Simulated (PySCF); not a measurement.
Al(Me)2(nBu), SMILES CCC[CH2][Al]([CH3])[CH3] (C6H15Al), singlet at its GFN2-xTB optimised geometry (Å):

```
22

Al     0.9027    -0.8601     0.0000
C     -0.1171    -2.5749    -0.0094
H     -0.8567    -2.6442     0.7950
H      0.5550    -3.4328     0.1042
H     -0.6697    -2.7357    -0.9413
C      2.8959    -0.8601     0.0000
H      3.3161     0.1280    -0.2164
H      3.3027    -1.5489    -0.7481
H      3.3186    -1.1744     0.9602
C     -0.0881     0.8892     0.0000
C     -1.5528     0.7091     0.4296
C     -2.3627     2.0091     0.4294
C     -2.6381     2.5431    -0.9718
H      0.3900     1.6216     0.6674
H     -0.0637     1.3578    -0.9935
H     -2.0420    -0.0136    -0.2306
H     -1.5746     0.2872     1.4397
H     -3.3186     1.8284     0.9291
H     -1.8273     2.7670     1.0074
H     -3.1548     1.7939    -1.5687
H     -1.7140     2.8082    -1.4796
H     -3.2625     3.4328    -0.9223
```

Computed with PBE0/def2-SVP (PySCF 2.14.0). Cells within 0.4 Å of a nucleus heavier than hydrogen are left out (blank, or x).

Map of the Laplacian of the electron density (e/bohr⁵), clipped to [-1.50, 1.50] on the plane z = 0.0 Å:

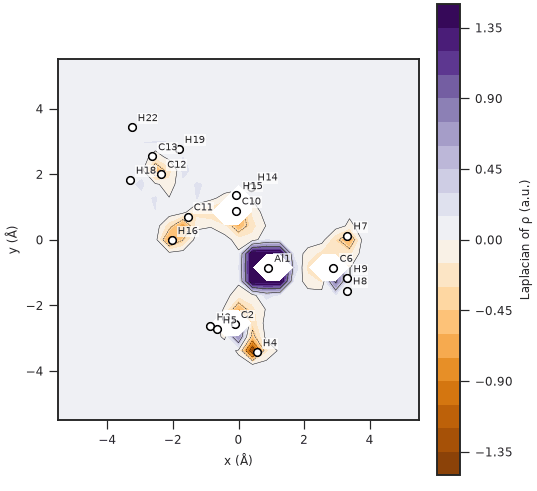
*Laplacian of the electron density (e/bohr⁵), clipped to [-1.50, 1.50] on the plane z = 0.0 Å.*
